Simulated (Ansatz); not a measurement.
Geometry relaxation, with input and output: C$_{3}$H$_{7}$AlSi (part 2 of 3)

Continued. System: C$_{3}$H$_{7}$AlSi, SMILES C#C[CH]([AlH2])[SiH3]. Method: RKS PBE-D4/def2-SVP (Ansatz 0.2.0). The geometry: force-field start.

Geometry of the input (Å):
```
C  -0.2347  2.2815  1.0609
C  -0.3817  1.2943  0.4266
C  -0.5279  0.0505  -0.3432
Al -0.8828  -1.4352  0.9019
Si 1.1276  -0.3328  -1.1973
H  -0.1999  3.2451  1.5934
H  -1.2672  0.1558  -1.0880
H  -1.0971  -2.9074  0.3239
H  -1.1257  -1.1480  2.5100
H  1.0049  -1.5751  -1.9197
H  2.1810  -0.4652  -0.1543
H  1.4805  0.7812  -2.0804
```

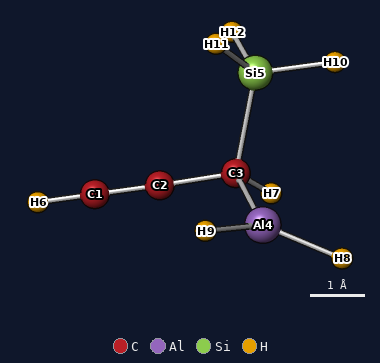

Figure 1. The geometry at step 12 of the log (ball-and-stick view, seen at a tilt; atoms are numbered from 1 in the order of the input).

## Trajectory as extended XYZ, continued
```
12
Properties=species:S:1:pos:R:3:forces:R:3 step=3 energy=-17678.04658
C    -0.2609    2.3416    1.0730   -0.1355  -0.1398  -0.1726
C    -0.4041    1.3075    0.4248    0.0040   0.0198  -0.0043
C    -0.5122    0.0545   -0.3012    0.0992   0.1904   0.1519
Al   -0.9461   -1.4421    0.9350   -0.0262  -0.0462  -0.0072
Si    1.1390   -0.3262   -1.1859   -0.0069   0.0392  -0.0233
H    -0.2061    3.2801    1.6042    0.0735  -0.0098   0.0528
H    -1.2971    0.1042   -1.0917   -0.0046  -0.0597  -0.0214
H    -1.1169   -2.9109    0.3135   -0.0118   0.0330  -0.0008
H    -1.0779   -1.1599    2.4978    0.0055  -0.0077   0.0237
H     1.0162   -1.5965   -1.9852   -0.0112  -0.0047   0.0063
H     2.2161   -0.5088   -0.1487   -0.0022  -0.0138  -0.0129
H     1.5269    0.8012   -2.1019    0.0162  -0.0008   0.0079
12
Properties=species:S:1:pos:R:3:forces:R:3 step=4 energy=-17678.03885 accepted=F
C    -0.2940    2.3428    1.0415   -0.0227   0.3770   0.1805
C    -0.4273    1.3091    0.4016    0.0795   0.4784   0.3001
C    -0.4923    0.0670   -0.2802   -0.0593  -0.8363  -0.4934
Al   -0.9446   -1.4302    0.9458    0.0538  -0.0729   0.0118
Si    1.1473   -0.3133   -1.1830    0.0655  -0.0025   0.0487
H    -0.2116    3.2690    1.5893    0.0172   0.0232   0.0217
H    -1.2788    0.0446   -1.0677   -0.0897   0.0226  -0.1037
H    -1.1869   -2.8762    0.3013   -0.0258   0.0095  -0.0201
H    -1.0199   -1.1841    2.5159   -0.0064   0.0178   0.0533
H     1.0032   -1.5673   -2.0027   -0.0236  -0.0149  -0.0006
H     2.2184   -0.5377   -0.1484    0.0358  -0.0002  -0.0242
H     1.5636    0.8211   -2.0794   -0.0242  -0.0015   0.0259
12
Properties=species:S:1:pos:R:3:forces:R:3 step=5 energy=-17678.05346
C    -0.2794    2.3495    1.0594   -0.0803   0.0305  -0.0429
C    -0.4167    1.3144    0.4152    0.0264   0.0648   0.0488
C    -0.5020    0.0583   -0.2913   -0.0074  -0.0703  -0.0557
Al   -0.9433   -1.4407    0.9423   -0.0009  -0.0088  -0.0116
Si    1.1452   -0.3196   -1.1837    0.0044  -0.0121  -0.0040
H    -0.2072    3.2810    1.6016    0.0383  -0.0137   0.0207
H    -1.2879    0.0699   -1.0858    0.0293  -0.0086   0.0257
H    -1.1499   -2.8948    0.3014   -0.0138   0.0125   0.0000
H    -1.0566   -1.1735    2.5099    0.0074  -0.0064   0.0139
H     1.0037   -1.5869   -1.9873   -0.0028   0.0217   0.0035
H     2.2279   -0.5245   -0.1566    0.0013  -0.0010  -0.0066
H     1.5431    0.8117   -2.0913   -0.0019  -0.0087   0.0082
12
Properties=species:S:1:pos:R:3:forces:R:3 step=6 energy=-17678.05660
C    -0.3014    2.3571    1.0403   -0.0399   0.0230  -0.0175
C    -0.4220    1.3118    0.4092    0.0485  -0.0008   0.0454
C    -0.4871    0.0439   -0.2824   -0.0382  -0.0177  -0.0279
Al   -0.9488   -1.4470    0.9549    0.0022   0.0112   0.0021
Si    1.1596   -0.3149   -1.1826    0.0360  -0.0006   0.0133
H    -0.2214    3.2887    1.5820    0.0071  -0.0187  -0.0037
H    -1.2713    0.0415   -1.0774    0.0026  -0.0098  -0.0071
H    -1.2487   -2.8831    0.3110   -0.0037   0.0133  -0.0063
H    -1.0070   -1.1911    2.5291    0.0159  -0.0053  -0.0077
H     1.0243   -1.5606   -2.0195   -0.0206   0.0054   0.0138
H     2.2499   -0.5404   -0.1676   -0.0076   0.0018  -0.0032
H     1.5510    0.8388   -2.0633   -0.0023  -0.0016  -0.0011
12
Properties=species:S:1:pos:R:3:forces:R:3 step=7 energy=-17678.05831
C    -0.3263    2.3641    1.0244   -0.0061   0.0245   0.0105
C    -0.4292    1.3114    0.4032    0.0327  -0.0535   0.0135
C    -0.4783    0.0370   -0.2804   -0.0571   0.0506   0.0077
Al   -0.9507   -1.4478    0.9592    0.0268  -0.0195  -0.0058
Si    1.1747   -0.3126   -1.1716   -0.0310  -0.0229   0.0016
H    -0.2446    3.2954    1.5658   -0.0117  -0.0036  -0.0086
H    -1.2568    0.0221   -1.0812    0.0161   0.0000  -0.0020
H    -1.3393   -2.8562    0.2922   -0.0021   0.0466   0.0398
H    -0.9158   -1.2162    2.5413    0.0033  -0.0197  -0.0551
H     1.0172   -1.5504   -2.0171    0.0267   0.0077   0.0087
H     2.2641   -0.5522   -0.1590   -0.0090   0.0046  -0.0114
H     1.5622    0.8500   -2.0429    0.0114  -0.0147   0.0010
12
Properties=species:S:1:pos:R:3:forces:R:3 step=8 energy=-17678.06026
C    -0.3489    2.3698    1.0189    0.0085  -0.0031   0.0115
C    -0.4365    1.3138    0.4007    0.0242  -0.0463  -0.0011
C    -0.4758    0.0396   -0.2839   -0.0283   0.0392  -0.0110
Al   -0.9432   -1.4459    0.9539   -0.0329  -0.0886   0.0620
Si    1.1814   -0.3113   -1.1664    0.0072  -0.0125   0.0073
H    -0.2722    3.3005    1.5617   -0.0185   0.0070  -0.0071
H    -1.2480    0.0181   -1.0899   -0.0018   0.0129   0.0028
H    -1.4355   -2.8316    0.2970    0.0325   0.1001   0.0417
H    -0.8257   -1.2504    2.5412    0.0119  -0.0067  -0.1092
H     1.0318   -1.5514   -2.0084    0.0066  -0.0046  -0.0021
H     2.2682   -0.5523   -0.1525   -0.0063   0.0061   0.0100
H     1.5813    0.8459   -2.0385   -0.0032  -0.0036  -0.0048
12
Properties=species:S:1:pos:R:3:forces:R:3 step=9 energy=-17678.06215
C    -0.3636    2.3692    1.0218    0.0059  -0.0198   0.0058
C    -0.4424    1.3139    0.4008    0.0194  -0.0043  -0.0084
C    -0.4812    0.0445   -0.2911   -0.0270   0.0081  -0.0356
Al   -0.9460   -1.4419    0.9450    0.0170  -0.1027   0.0799
Si    1.1815   -0.3170   -1.1591    0.0258   0.0122   0.0296
H    -0.2962    3.2998    1.5660   -0.0126   0.0046  -0.0036
H    -1.2487    0.0279   -1.1008   -0.0120   0.0188  -0.0029
H    -1.4969   -2.8064    0.2858    0.0264   0.1179   0.0728
H    -0.7247   -1.2625    2.5257   -0.0267  -0.0287  -0.1382
H     1.0474   -1.5658   -1.9900   -0.0127  -0.0140  -0.0007
H     2.2552   -0.5454   -0.1288    0.0025   0.0036   0.0046
H     1.5927    0.8282   -2.0415   -0.0060   0.0044  -0.0033
12
Properties=species:S:1:pos:R:3:forces:R:3 step=10 energy=-17678.06408
C    -0.3777    2.3623    1.0268   -0.0038  -0.0025   0.0101
C    -0.4450    1.3112    0.3974    0.0033   0.0336   0.0034
C    -0.4819    0.0500   -0.3066    0.0298  -0.0394  -0.0414
Al   -0.9260   -1.4419    0.9305   -0.1023  -0.0913   0.1265
Si    1.1906   -0.3184   -1.1533   -0.0208   0.0453   0.0193
H    -0.3278    3.2920    1.5751    0.0007  -0.0092  -0.0042
H    -1.2479    0.0409   -1.1175    0.0030  -0.0046   0.0074
H    -1.5889   -2.7696    0.2968    0.0715   0.1194   0.0652
H    -0.6299   -1.2873    2.5038   -0.0054  -0.0318  -0.1689
H     1.0603   -1.5836   -1.9608    0.0095  -0.0125   0.0002
H     2.2507   -0.5232   -0.1029    0.0001   0.0009  -0.0197
H     1.6005    0.8122   -2.0556    0.0144  -0.0078   0.0020
12
Properties=species:S:1:pos:R:3:forces:R:3 step=11 energy=-17678.06621
C    -0.3863    2.3617    1.0259   -0.0116   0.0016   0.0095
C    -0.4507    1.3130    0.3920   -0.0110   0.0583   0.0178
C    -0.4878    0.0544   -0.3161    0.0227  -0.0420  -0.0362
Al   -0.9397   -1.4336    0.9247   -0.0048  -0.1422   0.1119
Si    1.1928   -0.3155   -1.1467    0.0044  -0.0041   0.0214
H    -0.3428    3.2908    1.5760    0.0079  -0.0163  -0.0056
H    -1.2505    0.0506   -1.1301    0.0137  -0.0043   0.0037
H    -1.6410   -2.7507    0.3134    0.0370   0.1304   0.0421
H    -0.5534   -1.3259    2.4809   -0.0339   0.0104  -0.1482
H     1.0732   -1.5932   -1.9378    0.0043   0.0046  -0.0065
H     2.2483   -0.5099   -0.0894   -0.0196   0.0094  -0.0138
H     1.6148    0.8031   -2.0589   -0.0094  -0.0059   0.0037
12
Properties=species:S:1:pos:R:3:forces:R:3 step=12 energy=-17678.07136
C    -0.4066    2.3348    1.0319   -0.0192  -0.0550  -0.0224
C    -0.4678    1.2969    0.3786   -0.0053  -0.2274  -0.1475
C    -0.4853    0.0334   -0.3445    0.0626   0.1801   0.1665
Al   -0.9489   -1.4305    0.9286   -0.0072   0.0213  -0.0257
Si    1.2140   -0.3075   -1.1469   -0.0263   0.0032   0.0367
H    -0.3611    3.2546    1.5971   -0.0029  -0.0087  -0.0066
H    -1.2355    0.0198   -1.1677   -0.0238   0.0338   0.0102
H    -1.8086   -2.6724    0.3897    0.0051   0.0353   0.0070
H    -0.4358   -1.3393    2.4363    0.0090  -0.0015  -0.0064
H     1.1399   -1.5891   -1.9387   -0.0088   0.0034   0.0069
H     2.2540   -0.4717   -0.0718    0.0047   0.0042  -0.0067
H     1.6188    0.8158   -2.0589    0.0122   0.0112  -0.0122
12
Properties=species:S:1:pos:R:3:forces:R:3 step=13 energy=-17678.07446
C    -0.4326    2.3076    1.0350   -0.0270  -0.0398  -0.0090
C    -0.4817    1.2784    0.3667   -0.0024  -0.2674  -0.1435
C    -0.4801    0.0193   -0.3658    0.0983   0.1987   0.1590
Al   -0.9522   -1.4257    0.9284   -0.0774  -0.0069  -0.0011
Si    1.2345   -0.2998   -1.1435   -0.0359  -0.0285   0.0215
H    -0.3974    3.2213    1.6109   -0.0040  -0.0107  -0.0108
H    -1.2249    0.0049   -1.1930   -0.0246   0.0245   0.0064
H    -1.9732   -2.5837    0.4467    0.1262   0.1368   0.0874
H    -0.3042   -1.3666    2.3946   -0.0467  -0.0460  -0.1086
H     1.1879   -1.5923   -1.9229   -0.0045   0.0203   0.0164
H     2.2668   -0.4354   -0.0573   -0.0078   0.0029  -0.0043
H     1.6342    0.8168   -2.0661    0.0057   0.0160  -0.0135
12
Properties=species:S:1:pos:R:3:forces:R:3 step=14 energy=-17678.07922
C    -0.4453    2.2992    1.0340   -0.0281  -0.0185   0.0097
C    -0.4845    1.2727    0.3613    0.0103  -0.1852  -0.0905
C    -0.4723    0.0190   -0.3729    0.0722   0.1151   0.0831
Al   -0.9532   -1.4146    0.9282   -0.0846  -0.0677   0.0399
Si    1.2441   -0.2985   -1.1452   -0.0374  -0.0193   0.0234
H    -0.4181    3.2110    1.6133   -0.0044  -0.0078  -0.0099
H    -1.2174    0.0041   -1.2000   -0.0180   0.0130   0.0043
H    -2.0190   -2.5463    0.4807    0.1254   0.1509   0.0646
H    -0.2699   -1.3985    2.3802   -0.0411  -0.0119  -0.1206
H     1.2000   -1.5929   -1.9214   -0.0004   0.0201   0.0174
H     2.2715   -0.4278   -0.0538   -0.0035   0.0019  -0.0123
H     1.6412    0.8173   -2.0706    0.0096   0.0096  -0.0093
12
Properties=species:S:1:pos:R:3:forces:R:3 step=15 energy=-17678.09045
C    -0.4873    2.2657    1.0401   -0.0340  -0.0143   0.0352
C    -0.4949    1.2477    0.3524    0.0278   0.0804   0.0734
C    -0.4501    0.0111   -0.3909    0.0223  -0.0837  -0.1415
Al   -0.9590   -1.3845    0.9333   -0.0569  -0.1331   0.1024
Si    1.2702   -0.2981   -1.1506   -0.0292  -0.0051   0.0233
H    -0.4852    3.1704    1.6313   -0.0061  -0.0122  -0.0144
H    -1.1982   -0.0067   -1.2158    0.0107  -0.0066  -0.0048
H    -2.1444   -2.4211    0.5584    0.1375   0.1641   0.0737
H    -0.1653   -1.4412    2.3299   -0.0779  -0.0002  -0.1386
H     1.2319   -1.5976   -1.9163    0.0048   0.0094   0.0023
H     2.2939   -0.4149   -0.0548   -0.0048   0.0049  -0.0100
H     1.6656    0.8139   -2.0832    0.0058  -0.0038  -0.0009
12
Properties=species:S:1:pos:R:3:forces:R:3 step=16 energy=-17678.10463
C    -0.5268    2.2295    1.0520   -0.0356  -0.0683   0.0215
C    -0.5049    1.2242    0.3441    0.0182   0.1322   0.1025
C    -0.4308    0.0014   -0.4182    0.0294  -0.1130  -0.1744
Al   -0.9521   -1.3624    0.9344   -0.1654  -0.1065   0.1574
Si    1.2952   -0.2968   -1.1623   -0.0120   0.0132   0.0116
H    -0.5477    3.1239    1.6592   -0.0068  -0.0245  -0.0227
H    -1.1787   -0.0209   -1.2433    0.0209  -0.0057   0.0067
H    -2.2504   -2.2937    0.6587    0.1892   0.1704   0.0399
H    -0.1011   -1.4713    2.2916   -0.0393   0.0030  -0.1362
H     1.2668   -1.5981   -1.9236    0.0045   0.0008  -0.0048
H     2.3139   -0.4041   -0.0617   -0.0067   0.0031   0.0000
H     1.6937    0.8130   -2.0971    0.0036  -0.0048  -0.0013
12
Properties=species:S:1:pos:R:3:forces:R:3 step=17 energy=-17678.12368
C    -0.5735    2.1847    1.0662   -0.0433  -0.0971   0.0531
C    -0.5183    1.1963    0.3341   -0.0028   0.0742   0.0014
C    -0.4126   -0.0138   -0.4508   -0.0347  -0.0283  -0.0444
Al   -0.9813   -1.2965    0.9701    0.0636  -0.1943  -0.0008
Si    1.3216   -0.3002   -1.1724   -0.0178  -0.0325   0.0340
H    -0.6197    3.0661    1.6922   -0.0050  -0.0491  -0.0381
H    -1.1576   -0.0421   -1.2778    0.0151   0.0177   0.0170
H    -2.3452   -2.1478    0.7481    0.1814   0.2404   0.1080
H     0.0038   -1.5103    2.2265   -0.1628   0.0549  -0.1279
H     1.3057   -1.6018   -1.9326    0.0098   0.0034  -0.0051
H     2.3294   -0.3973   -0.0615   -0.0018   0.0054   0.0009
H     1.7247    0.8073   -2.1084   -0.0018   0.0053   0.0018
12
Properties=species:S:1:pos:R:3:forces:R:3 step=18 energy=-17678.14875
C    -0.6111    2.1331    1.0847   -0.0359  -0.1319   0.0346
C    -0.5306    1.1643    0.3279    0.0137   0.0000  -0.0547
C    -0.4001   -0.0290   -0.4828    0.0780   0.1234  -0.1346
Al   -0.9409   -1.2893    0.9449   -0.2957  -0.0967   0.3571
Si    1.3407   -0.3046   -1.1857   -0.0106   0.0409  -0.0137
H    -0.6763    3.0007    1.7286   -0.0067  -0.0590  -0.0403
H    -1.1462   -0.0570   -1.3079    0.0186   0.0018   0.0165
H    -2.4048   -1.9874    0.8416    0.2749   0.1448   0.0281
H     0.0307   -1.4938    2.2113   -0.0680  -0.0140  -0.1851
H     1.3341   -1.6044   -1.9480    0.0158  -0.0029  -0.0030
H     2.3376   -0.3954   -0.0645   -0.0051  -0.0034   0.0009
H     1.7439    0.8075   -2.1162    0.0211  -0.0031  -0.0055
12
Properties=species:S:1:pos:R:3:forces:R:3 step=19 energy=-17678.19357
C    -0.6635    2.0550    1.1142   -0.0315  -0.2659  -0.0179
C    -0.5454    1.1258    0.3083    0.0250   0.1380  -0.0028
C    -0.3801   -0.0376   -0.5364    0.0449   0.0659   0.0223
Al   -0.9450   -1.2065    0.9738   -0.2809  -0.0543   0.2728
Si    1.3700   -0.3148   -1.2124   -0.0418   0.0501  -0.0302
H    -0.7566    2.8905    1.7986   -0.0041  -0.0966  -0.0786
H    -1.1392   -0.0727   -1.3476    0.0430  -0.0190  -0.0169
H    -2.4526   -1.8172    0.9352    0.3056   0.1740   0.0240
H     0.0709   -1.4586    2.1945   -0.0698   0.0038  -0.1781
H     1.3784   -1.6144   -1.9739    0.0026   0.0023   0.0010
H     2.3553   -0.4009   -0.0807   -0.0208   0.0020   0.0130
H     1.7847    0.7960   -2.1398    0.0279  -0.0003  -0.0085
12
Properties=species:S:1:pos:R:3:forces:R:3 step=20 energy=-17678.24736
C    -0.7112    1.9745    1.1391   -0.0304  -0.3870  -0.0369
C    -0.5584    1.0858    0.2885    0.0345   0.3075  -0.0011
C    -0.3628   -0.0521   -0.5803   -0.0027   0.1125   0.0943
Al   -0.9552   -1.1116    1.0102   -0.1248  -0.0725   0.2210
Si    1.3942   -0.3217   -1.2361   -0.0566   0.0107   0.0054
H    -0.8298    2.7794    1.8588    0.0046  -0.1491  -0.1345
H    -1.1288   -0.0981   -1.3830    0.0412  -0.0242  -0.0308
H    -2.4825   -1.6440    1.0143    0.2203   0.1621   0.0300
H     0.1145   -1.4313    2.1658   -0.0946   0.0266  -0.1438
H     1.4125   -1.6214   -1.9958    0.0081   0.0075  -0.0028
H     2.3617   -0.4031   -0.0887   -0.0157   0.0052   0.0049
H     1.8228    0.7883   -2.1589    0.0162   0.0007  -0.0058
12
Properties=species:S:1:pos:R:3:forces:R:3 step=21 energy=-17678.30250
C    -0.7563    1.8899    1.1597   -0.0249  -0.4968  -0.0344
C    -0.5689    1.0533    0.2598    0.0543   0.4338  -0.0365
C    -0.3486   -0.0612   -0.6264   -0.0828   0.0793   0.2791
Al   -0.9544   -1.0301    1.0506   -0.0094   0.0632   0.0569
Si    1.4141   -0.3275   -1.2579   -0.0473  -0.0057   0.0218
H    -0.8997    2.6588    1.9151    0.0158  -0.1583  -0.1741
H    -1.1165   -0.1217   -1.4252    0.0276  -0.0374  -0.0208
H    -2.4996   -1.4614    1.0933    0.1101   0.0921   0.0278
H     0.1465   -1.4088    2.1511   -0.0663   0.0254  -0.1030
H     1.4423   -1.6262   -2.0175    0.0171   0.0039  -0.0048
H     2.3628   -0.4034   -0.0940   -0.0091   0.0032  -0.0058
H     1.8553    0.7830   -2.1749    0.0148  -0.0027  -0.0061
```
